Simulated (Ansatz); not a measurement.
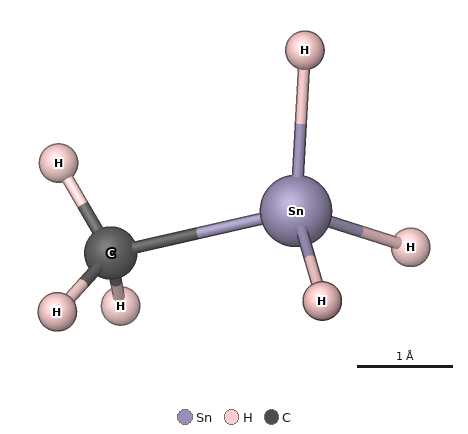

The starting structure (ball-and-stick view, seen at a tilt). Sticks mark near contacts. Bond lengths as drawn: C–H 1.11 Å, C–Sn 2.15 Å and H–Sn 1.74 Å.

# Geometry relaxation of CH6Sn

- system: CH6Sn
- method: RKS B3LYP-D4/def2-SVPD (Ansatz 0.2.0)

It belongs to a series of runs on one base structure; here: start relaxed.

## What the program printed
```
The last accepted step is kept in [file] (removed where the run ends without a failure and the disk answers)
Engine: ansatz 0.2.0, aarch64-unknown-linux-gnu
Functional definition: B3LYP
  parameter a0 = 0.2
  parameter ax = 0.72
  parameter ac = 0.81
  exchange = (1 - a0 - ax)*slater_x + ax*b88_x + a0*exact_x
  correlation = (1 - ac)*vwn_rpa_c + ac*lyp_c
1183 factors; integrals over basis functions are off by at most 2.7e-4 eV
mean field evaluation 1: about -6961.6072 eV, gradient 4.6e1 eV
mean field evaluation 2: about -6956.5348 eV, gradient 5.9e1 eV
mean field evaluation 4: about -6966.8343 eV, gradient 1.1e0 eV
mean field evaluation 8: about -6966.8410 eV, gradient 5.5e-3 eV
mean field -6966.84095622 eV, -256.0266828467 hartree, gradient 1.4e-5 eV, S^2 0.000000; 0 other end points of the search recorded, 0 dependent functions left out
the calculation of the forces begins
reference -6966.84122752 eV, -256.0266928167 hartree; 17, 17 occupied and 83, 83 virtual orbitals, 1183 factors
relax step   1: F+E_penalty+E_count = -6967.02412442 eV  Δ(F+E_penalty+E_count) = +0.000e0 eV  max|allowed force component| = 4.276e-1 eV/Å  Δτ_max = 0.0000 Å  (22 SCF iters, accepted)
these checks for a lower state are left out or cut short: starts, cluster_reference, orbital_swaps, neighbouring_geometries, increment
1183 factors; integrals over basis functions are off by at most 2.8e-4 eV
mean field evaluation 16: about -6966.8554 eV, gradient 4.1e-2 eV
mean field -6966.85537773 eV, -256.0272128272 hartree, gradient 2.9e-5 eV, S^2 0.000000; 0 other end points of the search recorded, 0 dependent functions left out
[... from here on the field's lines of each further geometry are left out, up to the last ...]
relax step   2: F+E_penalty+E_count = -6967.03724592 eV  Δ(F+E_penalty+E_count) = -1.312e-2 eV  max|allowed force component| = 1.761e-1 eV/Å  Δτ_max = 0.0799 Å  (24 SCF iters, accepted)
relax step   3: F+E_penalty+E_count = -6967.05190928 eV  Δ(F+E_penalty+E_count) = -1.466e-2 eV  max|allowed force component| = 1.680e-1 eV/Å  Δτ_max = 0.1204 Å  (22 SCF iters, accepted)
relax step   4: F+E_penalty+E_count = -6967.05898463 eV  Δ(F+E_penalty+E_count) = -7.075e-3 eV  max|allowed force component| = 1.545e-2 eV/Å  Δτ_max = 0.1257 Å  (23 SCF iters, accepted)
relax step   5: F+E_penalty+E_count = -6967.02889670 eV  Δ(F+E_penalty+E_count) = +3.009e-2 eV  max|allowed force component| = 7.892e-1 eV/Å  Δτ_max = 0.1954 Å  (24 SCF iters, rejected (line search))
relax step   6: F+E_penalty+E_count = -6967.06109131 eV  Δ(F+E_penalty+E_count) = -2.107e-3 eV  max|allowed force component| = 8.994e-2 eV/Å  Δτ_max = 0.0472 Å  (23 SCF iters, accepted)
relax step   7: F+E_penalty+E_count = -6967.06152929 eV  Δ(F+E_penalty+E_count) = -4.380e-4 eV  max|allowed force component| = 2.637e-1 eV/Å  Δτ_max = 0.0975 Å  (23 SCF iters, accepted)
relax step   8: F+E_penalty+E_count = -6967.06615704 eV  Δ(F+E_penalty+E_count) = -4.628e-3 eV  max|allowed force component| = 7.935e-2 eV/Å  Δτ_max = 0.0266 Å  (23 SCF iters, accepted)
relax step   9: F+E_penalty+E_count = -6967.06940684 eV  Δ(F+E_penalty+E_count) = -3.250e-3 eV  max|allowed force component| = 6.368e-3 eV/Å  Δτ_max = 0.0680 Å  (22 SCF iters, accepted)
relax step  10: F+E_penalty+E_count = -6967.06456683 eV  Δ(F+E_penalty+E_count) = +4.840e-3 eV  max|allowed force component| = 3.705e-1 eV/Å  Δτ_max = 0.1524 Å  (21 SCF iters, rejected (line search))
relax step  11: F+E_penalty+E_count = -6967.07058538 eV  Δ(F+E_penalty+E_count) = -1.179e-3 eV  max|allowed force component| = 8.977e-2 eV/Å  Δτ_max = 0.0741 Å  (21 SCF iters, accepted)
relax step  12: F+E_penalty+E_count = -6967.07070090 eV  Δ(F+E_penalty+E_count) = -1.155e-4 eV  max|allowed force component| = 5.723e-2 eV/Å  Δτ_max = 0.0613 Å  (21 SCF iters, accepted)
relax step  13: F+E_penalty+E_count = -6967.07134894 eV  Δ(F+E_penalty+E_count) = -6.480e-4 eV  max|allowed force component| = 2.323e-2 eV/Å  Δτ_max = 0.0140 Å  (24 SCF iters, accepted)
the calculation of the forces begins
reference -6966.88914884 eV, -256.0284538928 hartree; 17, 17 occupied and 83, 83 virtual orbitals, 1183 factors
relax step  14: F+E_penalty+E_count = -6967.07146268 eV  Δ(F+E_penalty+E_count) = -1.137e-4 eV  max|allowed force component| = 6.764e-4 eV/Å  Δτ_max = 0.0070 Å  (21 SCF iters, accepted)
```

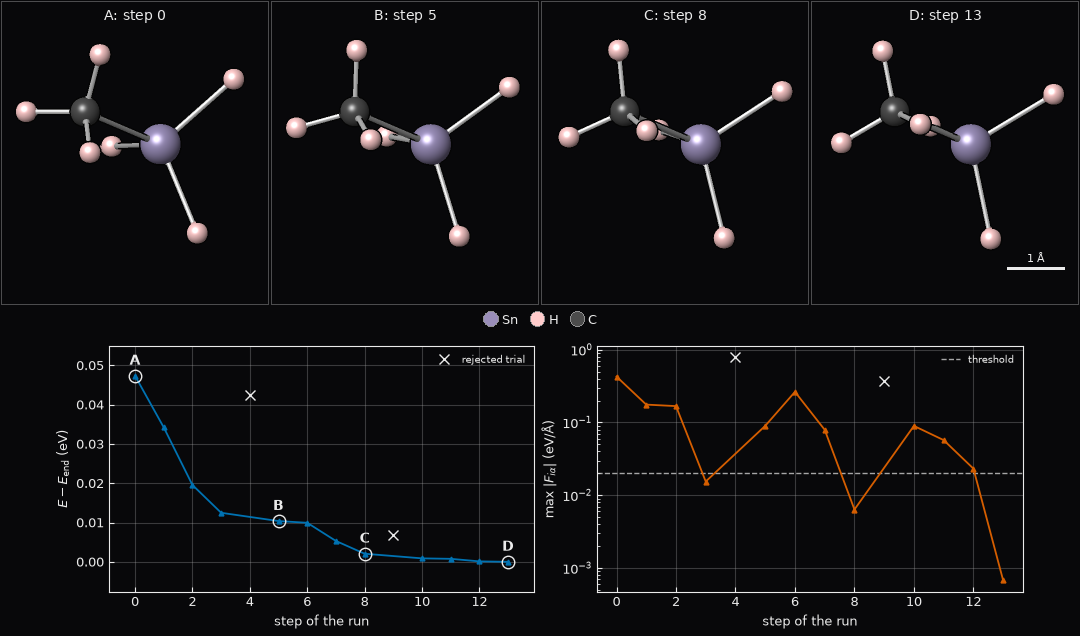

Frames of the relaxation (ball-and-stick view, seen at a tilt) above the curves, on which the letters mark them (the first geometry is step 0 here and step 1 in the log).

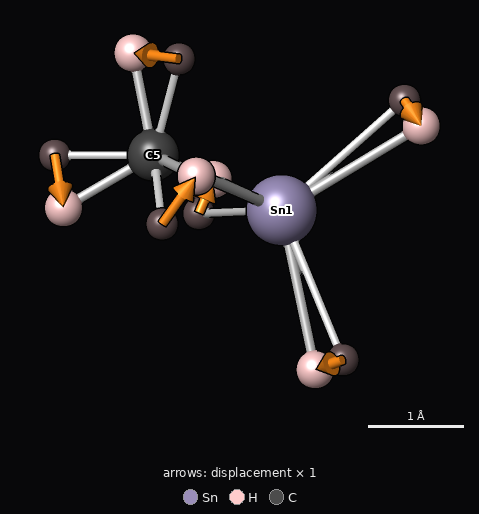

Start (faint) and end (solid) with the displacements as orange arrows, at true length (ball-and-stick view, seen at a tilt). The two geometries are laid on each other by the best rigid fit. After 13 geometry steps the energy has fallen by 0.047 eV. The largest force component goes from 0.43 to 0.00068 eV/Å. The line search rejected the trial steps at points 4, 9 (counted from 0) and went back. The largest moves after the best rigid fit, 0.64 Å, are those of H6, H7 and H8. By element the largest moves are H 0.64 Å, C 0.01 Å, Sn 0.01 Å. Among the contacts that change: Sn1–C5 2.148 → 2.169 Å, Sn1–H2 1.740 → 1.720 Å, C5–H6 1.110 → 1.098 Å. (Atoms are counted from 1 in the order of the input.)

```
1183 factors; integrals over basis functions are off by at most 2.7e-4 eV
mean field -6966.88887383 eV, -256.0284437865 hartree, gradient 1.6e-5 eV, S^2 0.000000; 1 other end points of the search recorded, 0 dependent functions left out
the calculation of the forces begins
reference -6966.88914884 eV, -256.0284538928 hartree; 17, 17 occupied and 83, 83 virtual orbitals, 1183 factors
Total energy: -6967.07173769 eV, -256.0351639092 hartree
Atom 0 at     0.004471     0.007134     0.003266 Å, force    -0.000156    -0.000090     0.000023 eV/Å
Atom 1 at     0.367224    -0.163105     1.675855 Å, force     0.000312     0.000226    -0.000038 eV/Å
Atom 2 at     1.471900     0.236357    -0.864037 Å, force    -0.000143     0.000234    -0.000290 eV/Å
Atom 3 at    -0.991811     1.392430    -0.212379 Å, force     0.000029     0.000122     0.000676 eV/Å
Atom 4 at    -1.017844    -1.763556    -0.719630 Å, force     0.000097    -0.000106    -0.000151 eV/Å
Atom 5 at    -1.946973    -1.919668    -0.155151 Å, force    -0.000232     0.000363    -0.000464 eV/Å
Atom 6 at    -1.264249    -1.648865    -1.783780 Å, force     0.000457    -0.000509    -0.000173 eV/Å
Atom 7 at    -0.375819    -2.646227    -0.597244 Å, force    -0.000364    -0.000240     0.000417 eV/Å
Dipole moment:    -0.071402    -0.123666    -0.050494 e Å
```

## Trajectory as extended XYZ (Å, eV, eV/Å), 13 of the 14 frames kept, from step=1 to step=14
```
8
Properties=species:S:1:pos:R:3:forces:R:3 step=1 energy=-6967.02412
Sn    0.0000    0.0000    0.0000    0.2386   0.3860   0.1683
H     0.0000    0.0000    1.7400    0.0325   0.0476  -0.2578
H     1.6408    0.0000   -0.5794   -0.2362   0.0521   0.1095
H    -0.8195    1.4198   -0.5794    0.1504  -0.1648   0.1112
C    -1.0126   -1.7544   -0.7160   -0.2478  -0.4276  -0.1734
H    -1.5123   -2.2661    0.1329    0.1419   0.1212  -0.3661
H    -1.7727   -1.4617   -1.4701    0.2532  -0.1971   0.2550
H    -0.2768   -2.4431   -1.1811   -0.3326   0.1825   0.1533
8
Properties=species:S:1:pos:R:3:forces:R:3 step=2 energy=-6967.03725
Sn    0.0018    0.0023    0.0015   -0.0587  -0.0817  -0.0410
H     0.0487    0.0548    1.7082   -0.0380  -0.0761   0.1761
H     1.6182    0.0693   -0.5465    0.1516  -0.0708  -0.1040
H    -0.7652    1.4364   -0.5239   -0.1378   0.0847  -0.0899
C    -1.0270   -1.7796   -0.7262   -0.0370  -0.0628  -0.0250
H    -1.5488   -2.2901    0.0986    0.0602   0.0869  -0.0443
H    -1.7709   -1.5119   -1.4929    0.0858   0.0248   0.0711
H    -0.3098   -2.4866   -1.1720   -0.0261   0.0951   0.0570
8
Properties=species:S:1:pos:R:3:forces:R:3 step=3 energy=-6967.05191
Sn    0.0047    0.0075    0.0034   -0.0304  -0.0519  -0.0211
H     0.0927   -0.0197    1.7194    0.0095   0.0010   0.0186
H     1.6000    0.0702   -0.6322    0.0162   0.0085  -0.0099
H    -0.8424    1.4204   -0.4856   -0.0096   0.0182   0.0028
C    -1.0216   -1.7701   -0.7223    0.0969   0.1680   0.0686
H    -1.6277   -2.2006    0.0823   -0.0617  -0.0493   0.0330
H    -1.6726   -1.5032   -1.5619   -0.0483  -0.0157  -0.0695
H    -0.2861   -2.5100   -1.0562    0.0272  -0.0787  -0.0225
8
Properties=species:S:1:pos:R:3:forces:R:3 step=4 energy=-6967.05898
Sn    0.0054    0.0088    0.0040   -0.0062  -0.0107  -0.0043
H     0.1634   -0.0568    1.7159    0.0073  -0.0011  -0.0092
H     1.5742    0.1128   -0.6948   -0.0101   0.0059  -0.0012
H    -0.8848    1.4194   -0.4177    0.0023  -0.0059   0.0099
C    -1.0184   -1.7646   -0.7201   -0.0083  -0.0143  -0.0058
H    -1.7233   -2.1326    0.0375   -0.0060   0.0154   0.0025
H    -1.5767   -1.5334   -1.6372    0.0132   0.0081  -0.0065
H    -0.2928   -2.5590   -0.9407    0.0079   0.0025   0.0146
8
Properties=species:S:1:pos:R:3:forces:R:3 step=5 energy=-6967.02890 accepted=F
Sn    0.0074    0.0123    0.0054    0.0409   0.0717   0.0283
H     0.2719   -0.1174    1.7081   -0.0058   0.0174  -0.1074
H     1.5312    0.1766   -0.7928   -0.0953   0.0039   0.0528
H    -0.9516    1.4141   -0.3128    0.0671  -0.0814   0.0308
C    -1.0139   -1.7568   -0.7169   -0.4257  -0.7377  -0.3011
H    -1.8691   -2.0238   -0.0339    0.6488   0.2051  -0.5316
H    -1.4246   -1.5795   -1.7508    0.3202  -0.1440   0.7892
H    -0.3045   -2.6309   -0.7595   -0.5502   0.6650   0.0390
8
Properties=species:S:1:pos:R:3:forces:R:3 step=6 energy=-6967.06109
Sn    0.0048    0.0078    0.0036    0.0111   0.0191   0.0079
H     0.1903   -0.0702    1.7132    0.0038  -0.0041  -0.0208
H     1.5633    0.1295   -0.7174   -0.0214   0.0013   0.0018
H    -0.8995    1.4183   -0.3914    0.0056  -0.0178   0.0104
C    -1.0181   -1.7641   -0.7199   -0.0519  -0.0899  -0.0368
H    -1.7581   -2.1061    0.0196    0.0458   0.0393  -0.0492
H    -1.5395   -1.5449   -1.6640    0.0496  -0.0073   0.0596
H    -0.2963   -2.5759   -0.8968   -0.0427   0.0594   0.0270
8
Properties=species:S:1:pos:R:3:forces:R:3 step=7 energy=-6967.06153
Sn    0.0066    0.0109    0.0049   -0.0016  -0.0017  -0.0014
H     0.2421   -0.1055    1.7071    0.0081   0.0139  -0.0365
H     1.5387    0.1566   -0.7686   -0.0318   0.0141   0.0197
H    -0.9359    1.4107   -0.3406    0.0284  -0.0212   0.0201
C    -1.0159   -1.7603   -0.7183   -0.1437  -0.2491  -0.1016
H    -1.8254   -2.0470   -0.0190    0.2104   0.0802  -0.1956
H    -1.4590   -1.5663   -1.7146    0.1267  -0.0587   0.2637
H    -0.3044   -2.6046   -0.8039   -0.1964   0.2226   0.0316
8
Properties=species:S:1:pos:R:3:forces:R:3 step=9 energy=-6967.06941
Sn    0.0045    0.0071    0.0031   -0.0009  -0.0010   0.0005
H     0.2955   -0.1278    1.6928    0.0037  -0.0023   0.0007
H     1.5103    0.1924   -0.8069   -0.0012   0.0013  -0.0044
H    -0.9571    1.4035   -0.2855   -0.0032   0.0001   0.0034
C    -1.0182   -1.7641   -0.7198    0.0004  -0.0001  -0.0011
H    -1.8776   -1.9932   -0.0754   -0.0025   0.0048  -0.0044
H    -1.3771   -1.6007   -1.7449    0.0063  -0.0027  -0.0011
H    -0.3336   -2.6229   -0.7164   -0.0026  -0.0002   0.0064
8
Properties=species:S:1:pos:R:3:forces:R:3 step=10 energy=-6967.06457 accepted=F
Sn    0.0052    0.0083    0.0041   -0.0044  -0.0034  -0.0041
H     0.3795   -0.1693    1.6736    0.0016   0.0032  -0.0049
H     1.4647    0.2421   -0.8758   -0.0020   0.0052   0.0063
H    -0.9993    1.3902   -0.1987    0.0079  -0.0023   0.0008
C    -1.0171   -1.7626   -0.7196   -0.1484  -0.2546  -0.1002
H    -1.9663   -1.9051   -0.1622    0.3197   0.0236  -0.2068
H    -1.2451   -1.6530   -1.8003    0.0660  -0.0620   0.3705
H    -0.3747   -2.6561   -0.5742   -0.2403   0.2902  -0.0617
8
Properties=species:S:1:pos:R:3:forces:R:3 step=11 energy=-6967.07059
Sn    0.0046    0.0076    0.0035    0.0002  -0.0025  -0.0009
H     0.3374   -0.1489    1.6838   -0.0002   0.0010  -0.0028
H     1.4889    0.2185   -0.8397   -0.0029  -0.0006  -0.0014
H    -0.9774    1.3979   -0.2445   -0.0003  -0.0022   0.0045
C    -1.0179   -1.7635   -0.7194   -0.0390  -0.0687  -0.0295
H    -1.9211   -1.9510   -0.1181    0.0758   0.0162  -0.0554
H    -1.3132   -1.6268   -1.7715    0.0270  -0.0164   0.0898
H    -0.3544   -2.6393   -0.6472   -0.0606   0.0731  -0.0043
8
Properties=species:S:1:pos:R:3:forces:R:3 step=12 energy=-6967.07070
Sn    0.0063    0.0093    0.0037   -0.0152  -0.0186  -0.0054
H     0.3650   -0.1706    1.6773    0.0105   0.0170  -0.0183
H     1.4706    0.2287   -0.8739   -0.0133   0.0191   0.0239
H    -1.0013    1.3881   -0.2102    0.0284  -0.0019   0.0044
C    -1.0162   -1.7614   -0.7192   -0.0070  -0.0094  -0.0011
H    -1.9485   -1.9107   -0.1548    0.0451  -0.0125  -0.0443
H    -1.2566   -1.6450   -1.7862    0.0034  -0.0276   0.0572
H    -0.3724   -2.6438   -0.5898   -0.0519   0.0339  -0.0163
8
Properties=species:S:1:pos:R:3:forces:R:3 step=13 energy=-6967.07135
Sn    0.0041    0.0077    0.0042   -0.0005  -0.0084  -0.0089
H     0.3646   -0.1652    1.6772   -0.0027   0.0085  -0.0025
H     1.4732    0.2339   -0.8616   -0.0010   0.0016   0.0022
H    -0.9917    1.3924   -0.2193    0.0042  -0.0013   0.0096
C    -1.0180   -1.7634   -0.7193    0.0006  -0.0002  -0.0003
H    -1.9444   -1.9219   -0.1497    0.0183  -0.0033  -0.0181
H    -1.2691   -1.6444   -1.7826    0.0024  -0.0113   0.0232
H    -0.3718   -2.6446   -0.6019   -0.0213   0.0142  -0.0052
8
Properties=species:S:1:pos:R:3:forces:R:3 step=14 energy=-6967.07146
Sn    0.0045    0.0071    0.0033   -0.0002  -0.0001   0.0000
H     0.3672   -0.1631    1.6759    0.0003   0.0002   0.0000
H     1.4719    0.2364   -0.8640   -0.0001   0.0002  -0.0003
H    -0.9918    1.3924   -0.2124    0.0000   0.0001   0.0007
C    -1.0178   -1.7636   -0.7196    0.0001  -0.0001  -0.0002
H    -1.9470   -1.9197   -0.1552   -0.0002   0.0004  -0.0005
H    -1.2642   -1.6489   -1.7838    0.0005  -0.0005  -0.0002
H    -0.3758   -2.6462   -0.5972   -0.0004  -0.0002   0.0004
```

This output came from the following input.

## Input
```yaml
crystal:
  periodic: [false, false, false]
  atoms:
    - { symbol: Sn, position_ang: [0.0, 0.0, 0.0] }
    - { symbol: H, position_ang: [0.0, 0.0, 1.74] }
    - { symbol: H, position_ang: [1.6408, 0.0, -0.5794] }
    - { symbol: H, position_ang: [-0.8195, 1.4198, -0.5794] }
    - { symbol: C, position_ang: [-1.0126, -1.7544, -0.716] }
    - { symbol: H, position_ang: [-1.5123, -2.2661, 0.1329] }
    - { symbol: H, position_ang: [-1.7727, -1.4617, -1.4701] }
    - { symbol: H, position_ang: [-0.2768, -2.4431, -1.1811] }
basis:
  gaussian: { orbitals: def2-SVPD }
hamiltonian:
  xc: b3lyp
  dispersion: d4
relax:
  f_tol: 0.02
  max_steps: 40
```

Launched with:
```bash
ansatz run input.yaml --threads 2 --pin off --max-ram 3072MiB --backend cpu --events-out ev --progress --plain --runs-dir out
```

## Results in brief

- outcome: converged
- total energy: −6967.0717 eV
- mean-field energy: −6966.8891 eV
- largest force (length of the vector) at the end: 0.001 eV/Å
- hardware: 2 threads of Arm Neoverse V1, 24 GiB of memory available, shared host
- wall time: 33 s (CPU time 63 s)
- peak memory: 0.21 GiB
